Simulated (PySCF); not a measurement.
# H7N2PSi: the cost of one run

Computed with PySCF 2.14.0, with density-fitted response routines of our own, on a single molecule in the gas phase. Atoms count from 0, in the outputs and in this text.

## 1. The molecule as given

11 atoms, charge 0, multiplicity 1; geometry from: GFN2-xTB. The atoms were then displaced at random by about 0.01 Å, so the start is not that level's minimum.

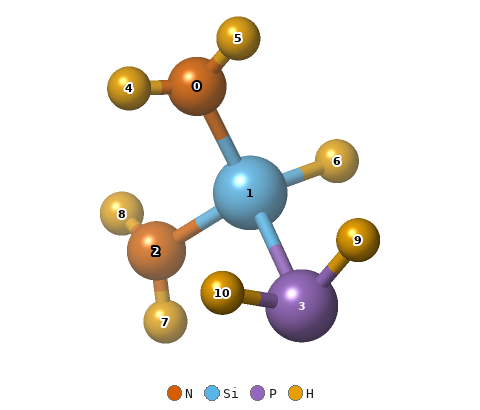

As it starts; nitrogen orange, silicon blue, phosphorus purple, hydrogen amber, atoms numbered.

## 2. Geometry optimisation at PBE0-D3(BJ)/def2-SVP

The job: settings as JSON, then the geometry in Å.

```
{"job": {"xc": "PBE0", "basis": "def2-SVP", "d3": "d3bj", "grid": 1, "shake": 0.01, "kind": "geom"}, "charge": 0, "multiplicity": 1}
N      0.003630     1.321200     0.890330
Si    -0.371500     0.178630    -0.344840
N     -1.286320    -1.029020     0.479500
P      1.355500    -0.972420    -1.309210
H      0.234420     0.996340     1.788380
H      0.547150     2.149050     0.648400
H     -1.013590     0.955610    -1.404050
H     -1.396410    -1.903560     0.019980
H     -2.103560    -0.739770     0.993540
H      2.029470     0.156370    -1.645780
H      2.039330    -1.138270    -0.131910
```

Started as:

```console
$ OMP_NUM_THREADS=1 python probes_run.py task.json out
```

One launch serves the whole session: the jobs run in the order shown.

Q: Estimate the wall time and peak memory of this first job on 1 thread of Arm Neoverse V1, shared host.

About 24 s, with a peak of 0.41 GiB.
